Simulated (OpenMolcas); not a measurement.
# One shape, several levels: CH5GaO (SMILES C[O][GaH2])

Wanted: a comparison of 6 runs (B3LYP/6-31G*, B2PLYP/cc-pVDZ, BLYP/cc-pVDZ, M06-2X/cc-pVDZ, SVWN5/cc-pVDZ, revPBE/cc-pVDZ) of CH5GaO. 

Program for the calculation: OpenMolcas 26.06.

1 further run of the same task is left out (set aside as unsound or not needed).

### 1 Starting point

CH5GaO: 8 atoms, total charge 0, spin state singlet. As SMILES, `C[O][GaH2]`. The shape is that of a PBE0-D4/def2-TZVP optimisation.

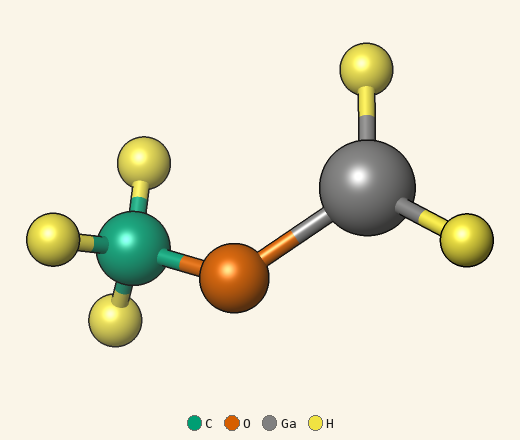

The structure, seen from a chosen angle (carbon teal, oxygen orange, gallium grey, hydrogen yellow).

### 2 Energy and forces at B3LYP/6-31G(d) (spherical functions) (run 1)

Input file run.input:

```
* CH5GaO Kohn-Sham DFT
&GATEWAY
BasLib=$CurrDir
BasisSet
C.6-31Gs....
C1 -0.616800 0.972600 -0.422900 angstrom
End of Basis
BasisSet
O.6-31Gs....
O2 -0.705300 -0.273500 0.213500 angstrom
End of Basis
BasisSet
Ga.6-31Gs....
Ga3 0.703200 -1.302000 0.579300 angstrom
End of Basis
BasisSet
H.6-31Gs....
H4 -1.200200 0.962000 -1.350600 angstrom
H5 0.414200 1.256200 -0.676600 angstrom
H6 -1.030600 1.754200 0.224300 angstrom
H7 2.093900 -0.732800 0.142900 angstrom
H8 0.341700 -2.636700 1.290100 angstrom
End of Basis
&SEWARD
GridInput
Grid=UltraFine
End of Grid
&SCF
KSDFT=B3LYP
Thresholds=1e-10 1e-07 1e-07 1e-05
PrOrbitals=1 2
&ALASKA
```

The basis set 6-31G* is read from a file made from the Basis Set Exchange's data (not shown).

Run with:

```bash
$ export MOLCAS_MEM=1860
$ pymolcas run.input > run.log
```

Log:

```text
--- Start Module: gateway ---
[...]
--- Stop Module: gateway /rc=_RC_ALL_IS_WELL_ ---
[...]
      Basis functions           70
[...]
--- Start Module: scf ---
[...]
       Convergence after  13 Iterations
[...]
::    Total KS-DFT energy                           -2040.9533826463
[...]
      Total spin, S                                     0.0000000000
[...]
      Total electronic charge=   50.000000
      Total            charge=   -0.000000
[...]
      Dipole Moment (debye):
      Origin of the operator (angstrom)=    0.2983   -0.8026    0.3717
                   X=  1.0193E+00               Y=  4.1338E-01               Z= -3.1769E-01           Total=  1.1449E+00
      Quadrupole Moment (debye*angstrom):
[...]
 *              Molecular gradients               *
 **************************************************
  Irreducible representation: a
 ------------------------------------------------------------------------------------------
                              X                       Y                       Z
 ------------------------------------------------------------------------------------------
  C1               -1.02589700556166E-03   -5.47572862835466E-03    2.88902301803429E-03
  O2                7.53469496484982E-03    2.67011835038744E-03   -2.15376887831309E-03
  GA3              -4.87763407841868E-03    3.15791854361791E-03   -1.06514383312817E-03
  H4                1.17540439155306E-03    2.89569320310878E-05    1.55219938597240E-03
  H5               -1.80884241083934E-03   -4.17035606015137E-04    4.03625274150166E-04
  H6                8.95344816635557E-04   -1.34176325016133E-03   -1.13863770032507E-03
  H7               -2.77720146292282E-03   -1.10471180774807E-03    8.55230883083591E-04
  H8                8.84130784721604E-04    2.48224546617593E-03   -1.34252814946123E-03
[...]
```

It took 17 s on 1 thread of Intel Xeon 6975P-C (Granite Rapids), shared host; peak memory 0.41 GiB.

### 3 A single-point energy at B2PLYP/cc-pVDZ (run 2)

Input file run.input:

```
&GATEWAY
  BasLib=$CurrDir
  Coord
  8
  angstrom
  C       -0.616800       0.972600      -0.422900
  O       -0.705300      -0.273500       0.213500
  Ga       0.703200      -1.302000       0.579300
  H       -1.200200       0.962000      -1.350600
  H        0.414200       1.256200      -0.676600
  H       -1.030600       1.754200       0.224300
  H        2.093900      -0.732800       0.142900
  H        0.341700      -2.636700       1.290100
  Basis=cc-pVDZ
  Group=NoSym

&SEWARD
  GridInput
  Grid=UltraFine
  End of Grid

&SCF
  KSDFT=B2PLYP_SCF
  Thresholds=1e-10 1e-07 1e-07 1e-05
  PrOrbitals=1 2

&MBPT2
  Frozen=11
```

The basis set cc-pVDZ is read from a file made from the Basis Set Exchange's data (not shown).

Run with:

```bash
$ export MOLCAS_MEM=1860
$ pymolcas run.input > run.log
```

Log:

```text
--- Start Module: gateway ---
[...]
--- Stop Module: gateway /rc=_RC_ALL_IS_WELL_ ---
[...]
      Basis functions           80
[...]
--- Start Module: scf ---
[...]
       Convergence after  12 Iterations
[...]
::    Total KS-DFT energy                           -2040.4858238484
[...]
      Total spin, S                                     0.0000000000
[...]
      Total electronic charge=   50.000000
      Total            charge=   -0.000000
[...]
      Dipole Moment (debye):
      Origin of the operator (angstrom)=    0.2983   -0.8026    0.3717
                   X=  1.1770E+00               Y=  2.7002E-01               Z= -2.6257E-01           Total=  1.2358E+00
      Quadrupole Moment (debye*angstrom):
[...]
--- Stop Module: scf /rc=_RC_ALL_IS_WELL_ ---
[...]
--- Start Module: mbpt2 ---
[...]
 ###    WARNING: MP2 implementation intended for RHF references only         ###
 ###############################################################################
MBPT2 WARNING: Reference function according to RunFile:KS-DFT
I'll assume you know what you're doing and continue
WARNING!
Default frozen orbitals as non valence orbitals is overwritten by user input.
Default values:  16
[...]
       Reference weight ( Cref**2 )         =        0.82020
::    Total MBPT2 energy                            -2041.0097154079
[...]
      Total MBPT2 calculations                           0.16      0.18
--- Stop Module: mbpt2 /rc=_RC_ALL_IS_WELL_ ---
[...]
```

Run time: 14 s. Hardware: 1 thread of Intel Xeon 6975P-C (Granite Rapids), shared host; peak memory 0.44 GiB.

Runs 3 to 4 aren't shown in full; the table further down has their settings and results.

### 4 Energy and gradient at SVWN5/cc-pVDZ (run 5)

Input file run.inp:

```
* CH5GaO Kohn-Sham DFT
>>> EXPORT MOLCAS_PRINT=2
&GATEWAY
BASLIB=$CurrDir
COORD
8
angstrom
C       -0.616800       0.972600      -0.422900
O       -0.705300      -0.273500       0.213500
Ga       0.703200      -1.302000       0.579300
H       -1.200200       0.962000      -1.350600
H        0.414200       1.256200      -0.676600
H       -1.030600       1.754200       0.224300
H        2.093900      -0.732800       0.142900
H        0.341700      -2.636700       1.290100
BASIS=cc-pVDZ
GROUP=NoSym
&SEWARD
GRIDINPUT
Grid=UltraFine
End of Grid
&SCF
KSDFT=SVWN5
THRESHOLDS=1e-10 1e-07 1e-07 1e-05
PRORBITALS=1 1
&ALASKA
```

The basis set cc-pVDZ is read from a file made from the Basis Set Exchange's data (not shown).

Run with:

```bash
$ export MOLCAS_MEM=1860
$ pymolcas run.inp > run.log
```

Log:

```text
--- Start Module: gateway ---
[...]
--- Stop Module: gateway /rc=_RC_ALL_IS_WELL_ ---
[...]
      Basis functions           80
[...]
--- Start Module: scf ---
[...]
       Convergence after  15 Iterations
[...]
::    Total KS-DFT energy                           -2037.1933538575
[...]
      Total spin, S                                     0.0000000000
[...]
      Total electronic charge=   50.000000
      Total            charge=   -0.000000
[...]
      Dipole Moment (debye):
      Origin of the operator (angstrom)=    0.2983   -0.8026    0.3717
                   X=  8.0947E-01               Y=  5.0059E-01               Z= -3.3897E-01           Total=  1.0103E+00
      Quadrupole Moment (debye*angstrom):
[...]
 *              Molecular gradients               *
 **************************************************
  Irreducible representation: a
 ------------------------------------------------------------------------------------------
                              X                       Y                       Z
 ------------------------------------------------------------------------------------------
  C1               -1.23556574690564E-03    1.28639099989165E-02   -6.31244634091122E-03
  O2                2.88151757268551E-03    6.46655553504516E-05   -3.43179207734856E-04
  GA3              -2.52568339972115E-03    1.18264255068823E-03   -3.24418880364163E-04
  H4                6.90837459072524E-03   -1.34702179827584E-04    1.03993908031343E-02
  H5               -1.20692525576369E-02   -3.61677375276770E-03    3.11841440313776E-03
  H6                5.03129646867650E-03   -8.96972126414175E-03   -7.13040687533084E-03
  H7               -6.08958503582002E-04   -1.42447961755465E-03    7.82206454123857E-04
  H8                1.61827157592187E-03    3.44587092948601E-05   -1.89560356021357E-04
[...]
```

Run time: 17 s. Hardware: 1 thread of Intel Xeon 6975P-C (Granite Rapids), shared host; peak memory 0.45 GiB.

### 5 Energy and gradient at revPBE/cc-pVDZ (run 6)

Input file input.xyz:

```xyz
8

C     -0.616800     0.972600    -0.422900
O     -0.705300    -0.273500     0.213500
Ga     0.703200    -1.302000     0.579300
H     -1.200200     0.962000    -1.350600
H      0.414200     1.256200    -0.676600
H     -1.030600     1.754200     0.224300
H      2.093900    -0.732800     0.142900
H      0.341700    -2.636700     1.290100
```

Input file mol.inp:

```
&GATEWAY
  BASLIB=$CurrDir
  COORD=input.xyz
  BASIS=cc-pVDZ
  GROUP=NoSym

&SEWARD
  GRIDINPUT
  Grid=UltraFine
  End of Grid

&SCF
  KSDFT=revPBE
  THRESHOLDS=1e-10 1e-07 1e-07 1e-05
  PRORBITALS=0

&ALASKA
```

The basis set cc-pVDZ is read from a file made from the Basis Set Exchange's data (not shown).

Run with:

```bash
$ export MOLCAS_MEM=1860
$ pymolcas mol.inp > mol.log
```

Log:

```text
--- Start Module: gateway ---
[...]
--- Stop Module: gateway /rc=_RC_ALL_IS_WELL_ ---
[...]
      Basis functions           80
[...]
--- Start Module: scf ---
[...]
       Convergence after  15 Iterations
[...]
::    Total KS-DFT energy                           -2040.9737922455
[...]
      Total spin, S                                     0.0000000000
[...]
      Total electronic charge=   50.000000
      Total            charge=   -0.000000
[...]
      Dipole Moment (debye):
      Origin of the operator (angstrom)=    0.2983   -0.8026    0.3717
                   X=  8.0981E-01               Y=  4.2746E-01               Z= -3.0222E-01           Total=  9.6429E-01
      Quadrupole Moment (debye*angstrom):
[...]
 *              Molecular gradients               *
 **************************************************
  Irreducible representation: a
 ------------------------------------------------------------------------------------------
                              X                       Y                       Z
 ------------------------------------------------------------------------------------------
  C1               -1.79435490848467E-03   -2.71162662001778E-03    1.58248574560638E-03
  O2                1.77551366231938E-02    3.95346016645171E-03   -3.90002131369349E-03
  GA3              -1.40549893005684E-02    1.02446000848033E-02   -3.64200388308777E-03
  H4                6.50759026729153E-03   -5.07407329215726E-04    9.99204800813303E-03
  H5               -1.02910783374979E-02   -4.32738767227603E-03    3.28438302366640E-03
  H6                4.73906538416391E-03   -8.83482353286613E-03   -6.52836936757462E-03
  H7               -4.79470354644373E-03   -1.70963551523906E-03    1.37717487965450E-03
  H8                1.93333381856853E-03    3.89282041848116E-03   -2.16569709265491E-03
[...]
```

Run time: 23 s. Hardware: 1 thread of Intel Xeon 6975P-C (Granite Rapids), shared host; peak memory 0.45 GiB.

### 6 All runs side by side

```
run                               level      task  frozen core orbitals   energy (Eh)  dipole moment (D)  HOMO energy (eV)  LUMO energy (eV)  wall time
  1  B3LYP/6-31G* (spherical functions)  gradient                     –  -2040.953383               1.14             -7.46             -1.40       17 s
  2                      B2PLYP/cc-pVDZ    energy                    11  -2040.627275               1.24             -9.08             -0.14       14 s
  3                        BLYP/cc-pVDZ  gradient                     –  -2041.175793               0.96             -6.16             -1.82       24 s
  4                      M06-2X/cc-pVDZ  gradient                     –  -2041.100841               1.17             -9.19             -0.56       28 s
  5                       SVWN5/cc-pVDZ  gradient                     –  -2037.193354               1.01             -6.41             -2.10       17 s
  6                      revPBE/cc-pVDZ  gradient                     –  -2040.973792               0.96             -6.22             -1.78       23 s
```

### 7 Outcome

| quantity | value |
| --- | --- |
| run 6: total energy | -2040.97379 Eh |
| run 6: dipole moment | 0.96 D |
| run 6: HOMO energy | -6.22 eV |
| run 6: LUMO energy | -1.78 eV |
| run 6: HOMO–LUMO gap | 4.44 eV |
| run 6: largest force on an atom | 0.957 eV/Å |

What this shows: The dipole moment (its size) runs from 0.96 D (BLYP/cc-pVDZ) to 1.24 D (B2PLYP/cc-pVDZ). A double hybrid's value is that of its SCF part. The HOMO–LUMO gap runs from 4.31 eV (SVWN5/cc-pVDZ) to 8.93 eV (B2PLYP/cc-pVDZ). For B2PLYP the log adds the whole second-order term; the table takes 0.27 of it, as the functional is defined. Totals of different functionals can't be ranked against each other. All runs together took 2 min, the longest 28 s.
